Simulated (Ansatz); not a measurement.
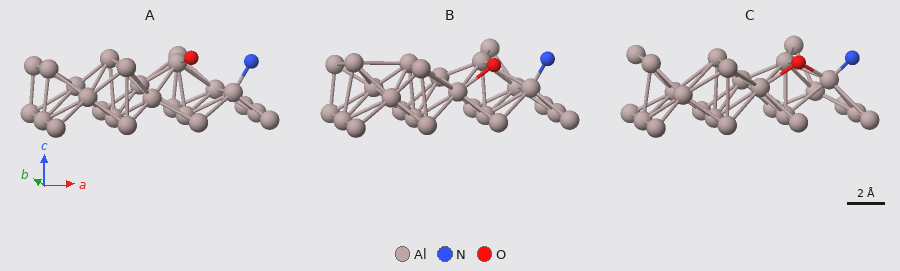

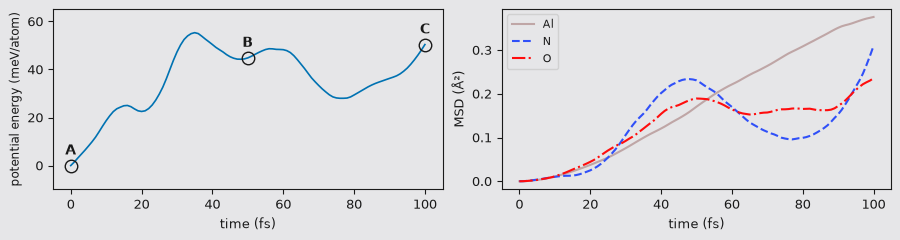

First-principles dynamics of NO on Al(110) (20 atoms in the cell), 100 fs long. It starts from the last geometry of an earlier run, with fresh velocities. Frames (A at 0 fs, B at 50 fs, C at 100 fs) and the history of the run. The picture is a ball-and-stick view of the simulation cell, with the vacuum cut short, seen slightly off an axis. Bonds to atoms that aren't drawn are left out.

The calculation used DFT PBE, scalar-relativistic, plane waves, PAW (Ansatz 0.2.0). Run with plane-wave cutoff 420 eV; k-point mesh 1 × 2 × 1; Fermi-Dirac smearing 0.15 eV; 6 atoms held fixed; Langevin thermostat (NVT); set temperature 1350 K; time step 1 fs; friction 0.02 per fs.

### What do the frames and curves show?

Over the second half the temperature averages 1208 K (spread ±176 K). The potential energy in the second half lies on average 38.9 meV per atom above the first frame. In the second half of the run the atoms are, in the root-mean-square, this far from where they began (common drift taken out): Al 0.53 Å, O 0.42 Å, N 0.40 Å. The run lasts only 100 fs, too short to tell vibration from diffusion.

Limits of the set-up: the cell has an odd number of electrons but was run without spin polarisation; the k-point mesh is coarse for a cell with partly filled bands; the periodic images lie only 5.7 Å apart, so the values are limited by the cell's size.

Cost: 9.8 min on 1 thread of AMD EPYC 7R13 Processor (Zen 3), with other jobs on the host, peak memory 1.1 GiB.
